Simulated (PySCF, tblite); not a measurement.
# C7H7NOSi: geometry, infrared bands and NMR shifts

What infrared bands and NMR shifts should C7H7NOSi (`N#Cc1cccc(O[SiH3])c1`) show?

Programs: tblite 0.8.0 and PySCF 2.14.0, with density-fitted response routines of our own. Each step states its level of theory. These are calculated values for one molecule in the gas phase, unless marked as measured. Atoms are numbered from 0 throughout.

## Step 1: Starting geometry

17 atoms, charge 0, multiplicity 1; geometry from: force field or distance geometry start.

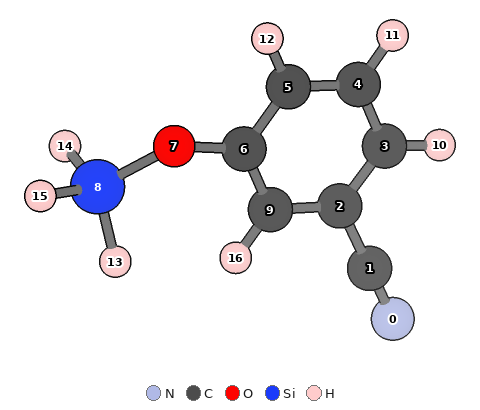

As it starts; nitrogen light blue, carbon dark grey, oxygen red, silicon blue, hydrogen pink, atoms numbered.

## Step 2: Optimising the geometry with GFN2-xTB

What the job is given:

```
{"job": {"kind": "relax", "xc": "GFN2-xTB", "basis": "xTB"}, "charge": 0, "multiplicity": 1}
N     -2.610100     2.462400    -1.946100
C     -2.108600     1.674500    -1.256400
C     -1.461800     0.701000    -0.388300
C     -2.289600    -0.156900     0.293200
C     -1.713400    -1.111700     1.144300
C     -0.342300    -1.152100     1.244900
C      0.477600    -0.258900     0.532800
O      1.858100    -0.372900     0.714600
Si     3.046500    -0.096700    -0.488900
C     -0.097900     0.685300    -0.296300
H     -3.373900    -0.113600     0.195900
H     -2.346300    -1.817800     1.702700
H      0.120700    -1.898400     1.918900
H      2.712000     1.127500    -1.242400
H      3.204000    -1.211800    -1.413900
H      4.375900     0.174200     0.122300
H      0.542100     1.377900    -0.847200
```

Started as:

```
> OMP_NUM_THREADS=1 python probes_run.py task.json out
```

The driver reads the jobs from task.json and runs them one after another.

The program printed:

```text
step      E/eV     max force
  0    -742.09504    2.699
  1    -742.21130    4.069
  2    -742.20098    4.284
  3    -742.31619    0.780
  4    -742.33899    0.532
  5    -742.37213    0.990
  6    -742.39156    0.512
  7    -742.40758    0.378
  8    -742.42562    0.643
  9    -742.44134    0.721
 10    -742.45233    0.404
 11    -742.45958    0.273
 12    -742.46521    0.312
 13    -742.47102    0.405
 14    -742.47546    0.269
 15    -742.47856    0.120
 16    -742.48110    0.163
 17    -742.48319    0.235
 18    -742.48475    0.163
 19    -742.48611    0.088
 20    -742.48761    0.150
 21    -742.48934    0.175
 22    -742.49094    0.137
 23    -742.49216    0.076
 24    -742.49331    0.092
 25    -742.49479    0.159
 26    -742.49668    0.179
 27    -742.49852    0.113
 28    -742.49985    0.079
 29    -742.50070    0.082
 30    -742.50134    0.081
 31    -742.50194    0.066
 32    -742.50255    0.054
 33    -742.50316    0.084
 34    -742.50376    0.091
 35    -742.50425    0.062
 36    -742.50462    0.049
 37    -742.50493    0.058
 38    -742.50528    0.070
 39    -742.50573    0.064
 40    -742.50622    0.062
 41    -742.50663    0.052
 42    -742.50695    0.042
 43    -742.50723    0.052
 44    -742.50752    0.056
 45    -742.50782    0.045
 46    -742.50809    0.033
 47    -742.50829    0.029
 48    -742.50843    0.027
 49    -742.50854    0.022
 50    -742.50863    0.020
 51    -742.50872    0.021
 52    -742.50881    0.025
 53    -742.50889    0.024
 54    -742.50895    0.019
 55    -742.50901    0.020
 56    -742.50908    0.023
 57    -742.50920    0.036
 58    -742.50938    0.044
 59    -742.50961    0.063
 60    -742.50986    0.073
 61    -742.51020    0.067
 62    -742.51068    0.059
 63    -742.51132    0.075
 64    -742.51200    0.063
 65    -742.51263    0.077
 66    -742.51323    0.078
 67    -742.51412    0.102
 68    -742.51554    0.157
 69    -742.51645    0.184
 70    -742.51849    0.199
 71    -742.52022    0.111
 72    -742.52205    0.071
 73    -742.52360    0.180
 74    -742.52536    0.121
 75    -742.52786    0.151
 76    -742.53039    0.193
 77    -742.53330    0.167
 78    -742.53489    0.103
 79    -742.53590    0.143
 80    -742.53693    0.080
 81    -742.53748    0.059
 82    -742.53831    0.052
 83    -742.53893    0.064
 84    -742.53984    0.076
 85    -742.54077    0.069
 86    -742.54168    0.084
 87    -742.54247    0.061
 88    -742.54318    0.065
 89    -742.54312    0.090
 90    -742.54393    0.052
 91    -742.54410    0.035
 92    -742.54437    0.028
 93    -742.54446    0.025
 94    -742.54459    0.017
 95    -742.54464    0.013
 96    -742.54467    0.011
 97    -742.54470    0.013
 98    -742.54474    0.017
 99    -742.54478    0.017
100    -742.54483    0.016
101    -742.54486    0.014
102    -742.54491    0.014
103    -742.54497    0.018
104    -742.54506    0.021
105    -742.54515    0.020
106    -742.54522    0.017
107    -742.54525    0.026
108    -742.54528    0.036
109    -742.54530    0.023
110    -742.54534    0.010
111    -742.54535    0.011
112    -742.54538    0.018
113    -742.54541    0.023
114    -742.54545    0.020
115    -742.54548    0.014
116    -742.54550    0.011
117    -742.54552    0.011
118    -742.54554    0.010
119    -742.54555    0.009
```

It took 0.96 s on 1 thread of Arm Neoverse V1, shared host.

The steps of the relaxation: (not every step is listed) (the energy doesn't fall at every step)

```
step  energy from step 0 (eV)  largest force (eV/Å)
   0                   0.0000                2.6995
   1                  -0.1163                4.0693
   2                  -0.1059                4.2840
   3                  -0.2211                0.7799
   4                  -0.2439                0.5318
   5                  -0.2771                0.9897
   6                  -0.2965                0.5124
   7                  -0.3125                0.3778
   8                  -0.3306                0.6429
  18                  -0.3897                0.1631
  28                  -0.4048                0.0790
  38                  -0.4102                0.0699
  48                  -0.4134                0.0266
  58                  -0.4143                0.0443
  68                  -0.4205                0.1567
  78                  -0.4398                0.1033
  88                  -0.4481                0.0647
  98                  -0.4497                0.0166
 108                  -0.4502                0.0357
 114                  -0.4504                0.0199
 115                  -0.4504                0.0141
 116                  -0.4505                0.0107
 117                  -0.4505                0.0106
 118                  -0.4505                0.0099
 119                  -0.4505                0.0095
```

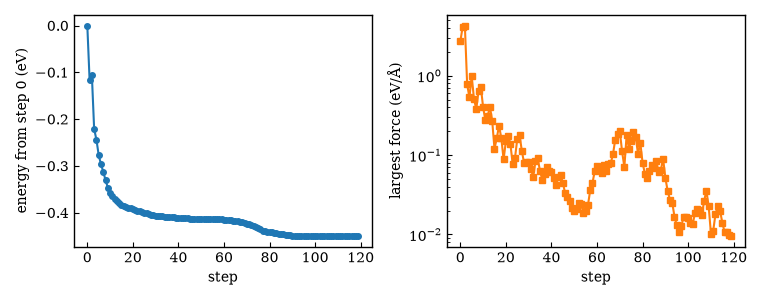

Energy and force, step by step.

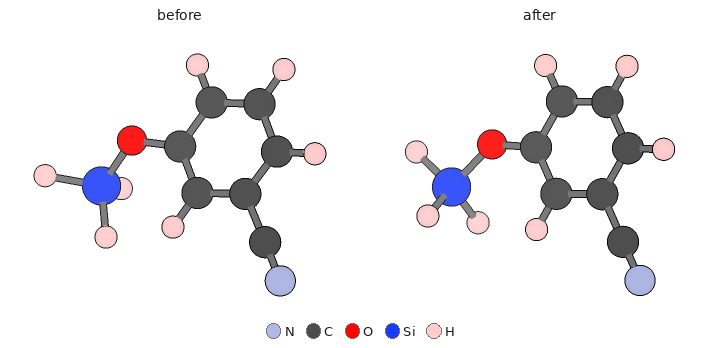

The geometry before (left) and after (right).

Close pairs (by a distance rule), those that changed most:

```
   bond  before (Å)  after (Å)  change (Å)
 O7–Si8       1.714      1.632      -0.082
  C6–O7       1.397      1.342      -0.055
  C1–C2       1.456      1.415      -0.041
Si8–H15       1.488      1.452      -0.036
 C5–H12       1.107      1.079      -0.028
  C2–C9       1.367      1.393      +0.026
 C4–H11       1.100      1.079      -0.021
  C2–C3       1.373      1.394      +0.021
```

The end geometry stands in the next job.

## Step 3: Infrared spectrum with GFN2-xTB

What the job is given:

```
{"job": {"kind": "ir", "xc": "GFN2-xTB", "basis": "xTB"}, "charge": 0, "multiplicity": 1}
N     -2.638499     2.212397    -2.152879
C     -2.133116     1.504271    -1.406591
C     -1.511749     0.623579    -0.489937
C     -2.289163    -0.107230     0.407605
C     -1.665660    -0.970682     1.289390
C     -0.290006    -1.108672     1.283685
C      0.490921    -0.377618     0.386839
O      1.820920    -0.553415     0.420021
Si     3.069291     0.039239    -0.448172
C     -0.124705     0.492758    -0.501792
H     -3.362329     0.006190     0.403347
H     -2.255640    -1.545179     1.987118
H      0.203837    -1.782619     1.966407
H      3.158962     1.491082    -0.286791
H      2.902502    -0.282786    -1.866129
H      4.146026    -0.691285     0.197119
H      0.471410     1.061997    -1.199149
```

The program printed:

```text
mode    cm-1     km/mol
  1      56.9      1.65
  2      91.0      3.25
  3     110.2      2.10
  4     136.3      2.44
  5     162.4      4.12
  6     228.1      0.68
  7     355.9      2.68
  8     359.6      3.25
  9     439.4      0.85
 10     449.4      4.19
 11     467.0      0.95
 12     552.2      4.26
 13     597.1     31.31
 14     610.1     61.75
 15     636.0     57.07
 16     652.8      0.11
 17     677.1     31.14
 18     753.1    187.60
 19     794.6     53.20
 20     803.4    260.92
 21     820.6    317.22
 22     840.8    142.59
 23     864.4      3.72
 24     891.2      0.17
 25     925.7      0.03
 26     987.8      4.29
 27    1013.2    113.62
 28    1115.4      1.61
 29    1167.2     46.17
 30    1185.4     24.72
 31    1252.4      3.66
 32    1294.0    266.62
 33    1321.4     51.48
 34    1425.2    102.30
 35    1461.2     91.94
 36    1566.3     19.05
 37    1584.2     74.89
 38    2245.5    394.92
 39    2269.7    145.57
 40    2362.5    255.81
 41    2378.6    215.61
 42    3090.5      5.94
 43    3094.7     25.80
 44    3102.0     22.27
 45    3107.8     18.12
```

Run time: 0.69 s. Hardware: 1 thread of Arm Neoverse V1, shared host.

The strongest bands and the atoms that carry them (share of the mass-weighted mode):

```
cm⁻¹  km/mol                               atoms
 753   187.6        H15 57 %, H14 19 %, H13 18 %
 803   260.9        H13 38 %, H14 38 %, H15 18 %
 821   317.2        H14 37 %, H13 37 %, H15 18 %
1294   266.6  C6 32 %, O7 16 %, C2 15 %, C4 12 %
2246   394.9                  H14 49 %, H13 47 %
2270   145.6                  H13 50 %, H14 48 %
2362   255.8                            H15 97 %
2379   215.6                    C1 60 %, N0 39 %
```

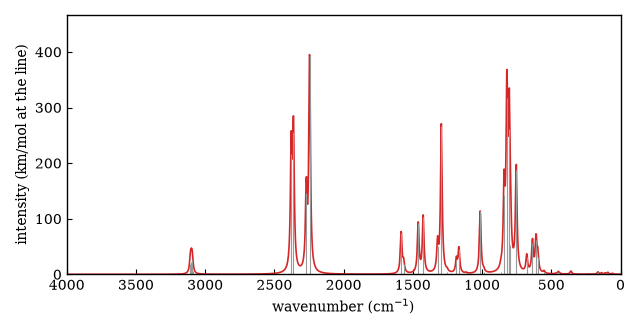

The infrared spectrum from these modes, unscaled. Lines are broadened to a width of 14 cm⁻¹ (Lorentzian).

## Step 4: Shielding tensors: PBE0/pcSseg-1

Settings changed since step 3:

```diff
@@ -1,2 +1,2 @@
-{"job": {"kind": "ir", "xc": "GFN2-xTB", "basis": "xTB"}, "charge": 0, "multiplicity": 1}
+{"job": {"kind": "nmr", "xc": "PBE0", "basis": "pcSseg-1"}, "charge": 0, "multiplicity": 1}
 N     -2.638499     2.212397    -2.152879
```

With the program's defaults for keys left out, this is: GIAO PBE0/pcSseg-1 NMR shielding, non-relativistic, gas phase.

The program printed:

```text
coarse grid: 15720 points
cycle   1  E = -689.6162011085  dE =  1.840e+00  |g| = 7.110e-01  |ddm| = 4.287e+00
cycle   2  E = -689.4115223994  dE =  2.047e-01  |g| = 1.241e+00  |ddm| = 1.842e+00
cycle   3  E = -689.7045710690  dE = -2.930e-01  |g| = 2.318e-01  |ddm| = 1.296e+00
cycle   4  E = -689.7157248936  dE = -1.115e-02  |g| = 7.990e-02  |ddm| = 2.384e-01
cycle   5  E = -689.7169344232  dE = -1.210e-03  |g| = 2.613e-02  |ddm| = 8.131e-02
cycle   6  E = -689.7170767642  dE = -1.423e-04  |g| = 5.513e-03  |ddm| = 2.816e-02
cycle   7  E = -689.7170831625  dE = -6.398e-06  |g| = 1.508e-03  |ddm| = 5.517e-03
final grid: 150192 points
cycle   8  E = -689.7840295626  dE = -2.291e-05  |g| = 9.920e-03  |ddm| = 4.464e-02
cycle   9  E = -689.7840021881  dE =  2.737e-05  |g| = 1.557e-02  |ddm| = 2.296e-02
cycle  10  E = -689.7840486969  dE = -4.651e-05  |g| = 1.358e-03  |ddm| = 1.457e-02
cycle  11  E = -689.7840491300  dE = -4.330e-07  |g| = 3.470e-04  |ddm| = 1.750e-03
cycle  12  E = -689.7840491555  dE = -2.551e-08  |g| = 1.472e-04  |ddm| = 4.633e-04
cycle  13  E = -689.7840491599  dE = -4.455e-09  |g| = 5.433e-05  |ddm| = 1.514e-04
cycle  14  E = -689.7840491604  dE = -4.870e-10  |g| = 2.600e-05  |ddm| = 5.855e-05
converged SCF energy = -689.7840491604

GIAO shielding tensors (ppm)
atom      isotropic    diamagn.    paramagn.     s11        s22        s33       span
  0 N      -48.258     340.963    -389.221   -200.019   -181.814    237.058    437.077
  1 C       62.828     257.836    -195.008    -60.131    -44.828    293.443    353.573
  2 C       68.577     257.507    -188.930    -34.398     70.651    169.477    203.875
  3 C       54.606     247.743    -193.136    -50.430     38.859    175.390    225.819
  4 C       50.541     253.890    -203.348    -58.471     33.360    176.735    235.205
  5 C       56.626     252.893    -196.267    -33.960     39.719    164.119    198.079
  6 C       24.364     252.400    -228.036    -68.280     22.002    119.371    187.650
  7 O      239.243     397.890    -158.646    154.867    245.906    316.957    162.090
  8 Si     390.326     879.772    -489.445    352.976    357.924    460.080    107.104
  9 C       63.028     256.998    -193.969    -24.198     48.199    165.084    189.282
 10 H       24.135      29.331      -5.196     20.757     23.926     27.722      6.965
 11 H       24.019      29.050      -5.030     20.650     24.771     26.637      5.987
 12 H       24.242      31.164      -6.921     20.566     24.042     28.120      7.554
 13 H       26.497      29.417      -2.920     23.453     24.862     31.176      7.723
 14 H       26.512      29.489      -2.978     23.479     24.939     31.117      7.638
 15 H       26.612      28.586      -1.973     22.418     25.466     31.953      9.536
 16 H       24.611      34.400      -9.789     20.394     23.448     29.991      9.597
```

Run time: 38 s. Hardware: 1 thread of Arm Neoverse V1, shared host; peak memory 0.95 GiB.

Shifts follow as δ = σ(reference) − σ, with reference shieldings (ppm) from runs at the same level and on the same kind of geometry: 1H TMS 31.72, 13C TMS 186.9, 29Si TMS 349.2, 15N NH3 267.7, 17O H2O 336.1. The references are single molecules in the gas phase, so shifts against H2O, NH3, PH3, H3PO4 or CFCl3 are not on the usual liquid scales and can be off by tens of ppm. Atoms listed in one row are averaged.

```
        atoms                        environment  σ (ppm)  δ (ppm)  δ scaled to CDCl3
           C6     aromatic carbon bearing oxygen     24.4    162.6              156.7
           C4                        aromatic CH     50.5    136.4              131.2
           C3                        aromatic CH     54.6    132.3              127.2
           C5                        aromatic CH     56.6    130.3              125.3
           C1                     nitrile carbon     62.8    124.1              119.2
           C9                        aromatic CH     63.0    123.9              119.0
           C2        substituted aromatic carbon     68.6    118.3              113.6
          H11         hydrogen on an aromatic CH    24.02     7.70               7.36
          H10         hydrogen on an aromatic CH    24.13     7.58               7.25
          H12         hydrogen on an aromatic CH    24.24     7.47               7.15
          H16         hydrogen on an aromatic CH    24.61     7.11               6.80
H13, H14, H15  hydrogen on a silicon bonded to O    26.54     5.18                  –
           N0                   nitrile nitrogen    -48.3    316.0                  –
           O7             oxygen bonded to C, Si    239.2     96.8                  –
          Si8           silicon bonded to O, 3 H    390.3    -41.2                  –
```

The scaled column applies a straight-line fit of computed shieldings to shifts measured in CDCl3 (root-mean-square error 0.16 ppm for H, 1.9 ppm for C).

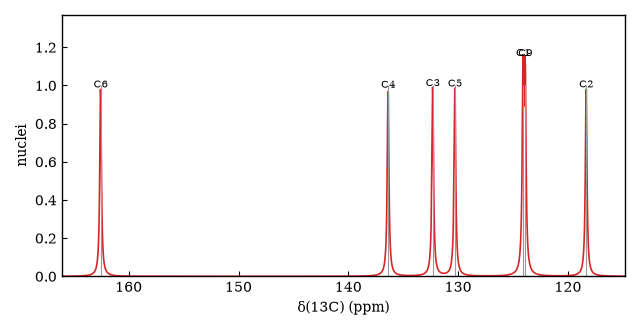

13C lines at the computed shifts, without couplings. Lines are broadened to a width of 0.18 ppm (Lorentzian).

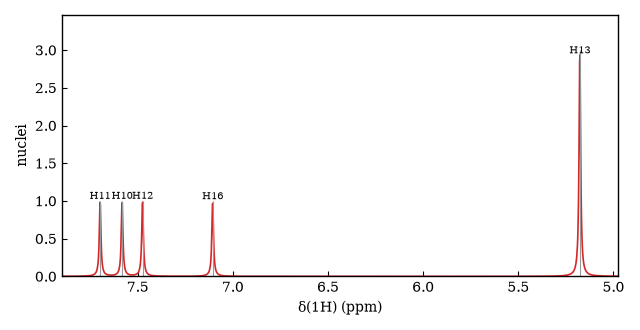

1H lines at the computed shifts, without couplings. Lines are broadened to a width of 0.01 ppm (Lorentzian).

Charges from the same density, by scheme (e):

```
atoms  Mulliken    IAO  Hirshfeld  ESP fit
   N0     -0.24  -0.24      -0.22    -0.47
   C1      0.15   0.14       0.08     0.41
   C2     -0.26  -0.04       0.01     0.01
   C3      0.04  -0.15      -0.04    -0.26
   C4     -0.06  -0.14      -0.04    -0.05
   C5     -0.09  -0.17      -0.05    -0.35
   C6      0.33   0.22       0.09     0.55
   O7     -0.63  -0.58      -0.19    -0.47
  Si8      0.67   0.87       0.40     0.60
   C9     -0.04  -0.19      -0.06    -0.38
```

IAO charges:

N0 -0.24; C1 0.14; C2 -0.04; C3 -0.15; C4 -0.14; C5 -0.17; C6 0.22; O7 -0.58; Si8 0.87; C9 -0.19; H10 0.17; H11 0.17; H12 0.17; H13 -0.14; H14 -0.14; H15 -0.12; H16 0.16

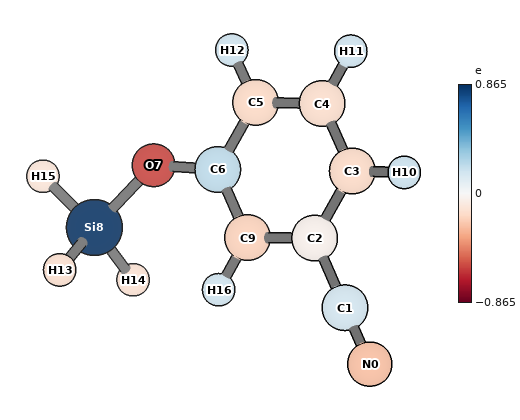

IAO charges, as colours on the atoms.

Mayer bond orders: N0–C1 3.03, C1–C2 1.04, C2–C3 1.38, C3–C4 1.42, C4–C5 1.45, C5–C6 1.39, C6–O7 0.89, O7–Si8 0.90, C6–C9 1.40, C9–C2 1.36.

Ring of atoms C2, C3, C4, C5, C6, C9: NICS(0) -9.8, NICS(1) -11.1, NICS(1)zz -26.5 ppm (means of both faces).

## Step 5: Outcome

| quantity | value |
| --- | --- |
| strongest single infrared mode (GFN2-xTB) | 2246 cm⁻¹, 395 km/mol |
| zero-point energy (GFN2-xTB) | 71.9 kcal/mol |
| 13C shifts against TMS (PBE0/pcSseg-1) | 162.6, 136.4, 132.3, 130.3, 124.1, 123.9, 118.3 ppm |
| 1H shifts against TMS (PBE0/pcSseg-1, means over atoms taken as alike) | 7.70, 7.58, 7.47, 7.11, 5.18 ppm |
| 15N shifts against NH3 (PBE0/pcSseg-1) | 316.0 ppm |
| 17O shifts against H2O (PBE0/pcSseg-1) | 96.8 ppm |
| 29Si shifts against TMS (PBE0/pcSseg-1) | -41.2 ppm |

The optimisation took 119 steps and gained 0.451 eV; among the close pairs (by a distance rule), O7–Si8 changed most, from 1.714 to 1.632 Å. No mode is imaginary among the 45: a minimum at this level. The strongest single mode, at 2246 cm⁻¹, moves mainly H14 and H13. Unscaled tight-binding wavenumbers are off by several per cent, some by more. Its intensities can rank the bands wrongly. At PBE0/pcSseg-1: The widest tensor belongs to N0: span 437 ppm, with a paramagnetic part of -389 ppm. NICS(1)zz of -27 ppm above the planar ring from C2 marks a diatropic (aromatic) ring current.
